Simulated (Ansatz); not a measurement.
Input

```
crystal:
  periodic: [false, false, false]
  atoms:
    - {symbol: Cl, position_ang: [-3.159689, -0.512650, 0.856179]}
    - {symbol: F, position_ang: [-1.344776, -0.565834, -1.277844]}
    - {symbol: Ga, position_ang: [-2.076528, -2.389176, -0.463924]}
    - {symbol: O, position_ang: [-0.543494, 1.332477, 0.573860]}
    - {symbol: Si, position_ang: [-1.703918, 0.812852, -0.278687]}
    - {symbol: H, position_ang: [-2.634909, 1.559960, -1.151632]}
basis:
  gaussian:
    orbitals: def2-TZVPD
hamiltonian:
  xc: {name: PBE0}
output: {forces: true, orbitals: {seedname: orbitals}}
```

Launched as:

```sh
ansatz run input.yaml --threads 1 --pin off --max-ram 2610MiB --events-out events.jsonl --progress --plain --runs-dir runs
```

Geometry: r2SCAN-D4/def2-SVP.

These are results of Ansatz, isolated molecule in a Gaussian basis; Kohn-Sham density functional theory, functional PBE0, not measurements.

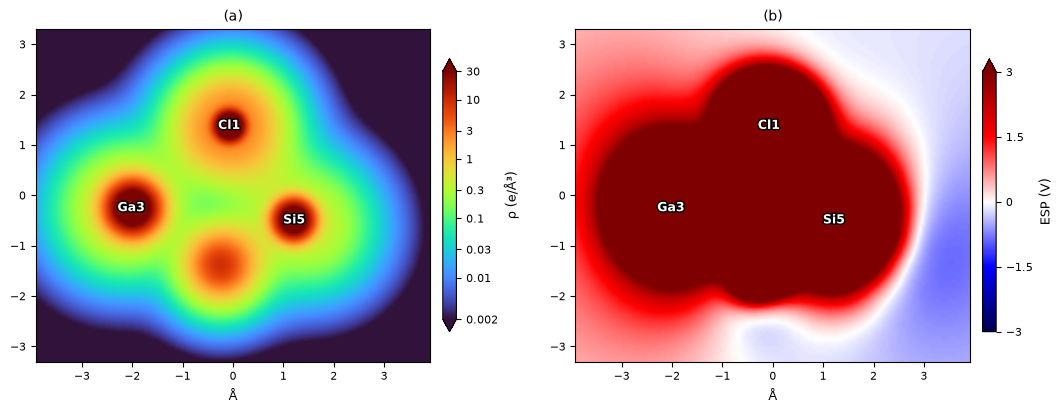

ClFGaHOSi. (a) electron density; (b) molecular electrostatic potential on the plane of atoms Ga3, Cl1 and Si5.

Interpret the plot.

Answer.
- The section cuts through Cl, Ga and Si sites.
- Si–Cl (2.27 Å): ρ at the midpoint is about 0.6 e/Å³, with its minimum of 0.44 e/Å³ about 0.8 Å from Si.
- Ga–Cl (2.54 Å): the density is about 0.35 e/Å³ at the midpoint, with its minimum of 0.31 e/Å³ about 1.1 Å from Ga.
- Outside the dense part of the molecule the potential is most negative (−0.9 V) near O4, which lies off the plane.
